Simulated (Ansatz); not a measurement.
# CH4BrFOSi: the cost of one run

Program: Ansatz 0.2.0. Level of theory: RKS PBE-D4/def2-SVP. These are calculated values, not measurements.

## 1. Starting point

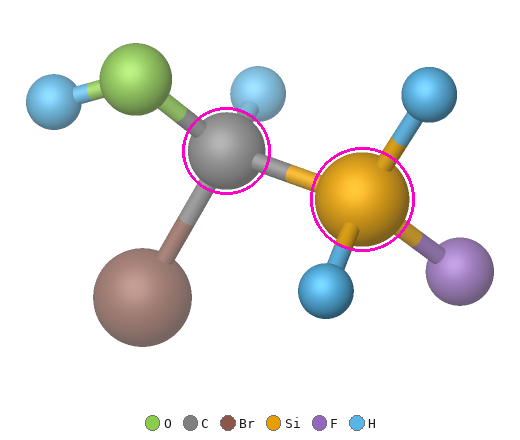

The starting structure, seen from a chosen angle (oxygen green, carbon grey, bromine brown, silicon amber, fluorine purple, hydrogen blue). Ringed: C2, Si4.

Coordinates:

```xyz
9

O     0.4572    1.6525   -0.3672
C     0.4872    0.2667   -0.3574
Br    0.0661   -0.3320   -2.1966
Si   -0.5096   -0.6615    0.8375
F    -0.2203   -2.2434    0.7422
H     0.5746    1.9649   -1.3065
H     1.5686    0.0107   -0.1953
H    -1.9962   -0.4907    0.5420
H    -0.3391   -0.2134    2.2843
```

## 2. Relaxing end A

Input file input.yaml:

```yaml
crystal:
  periodic: [false, false, false]
  atoms:
    - { symbol: O, position_ang: [0.4572, 1.6525, -0.3672] }
    - { symbol: C, position_ang: [0.4872, 0.2667, -0.3574] }
    - { symbol: Br, position_ang: [0.0661, -0.332, -2.1966] }
    - { symbol: Si, position_ang: [-0.5096, -0.6615, 0.8375] }
    - { symbol: F, position_ang: [-0.2203, -2.2434, 0.7422] }
    - { symbol: H, position_ang: [0.5746, 1.9649, -1.3065] }
    - { symbol: H, position_ang: [1.5686, 0.0107, -0.1953] }
    - { symbol: H, position_ang: [-1.9962, -0.4907, 0.542] }
    - { symbol: H, position_ang: [-0.3391, -0.2134, 2.2843] }
basis:
  gaussian: { orbitals: def2-SVP }
hamiltonian:
  xc: pbe
  dispersion: d4
relax:
  f_tol: 0.015
  max_steps: 40
```

On the command line:

```
ansatz run input.yaml --threads 2 --pin off --max-ram 3072MiB --backend cpu --events-out ev --progress --plain --runs-dir out
```

What time and memory should one allow on 2 threads of Intel Xeon Platinum 8488C (Sapphire Rapids), shared host?

About 22 s, with a peak of 0.21 GiB.
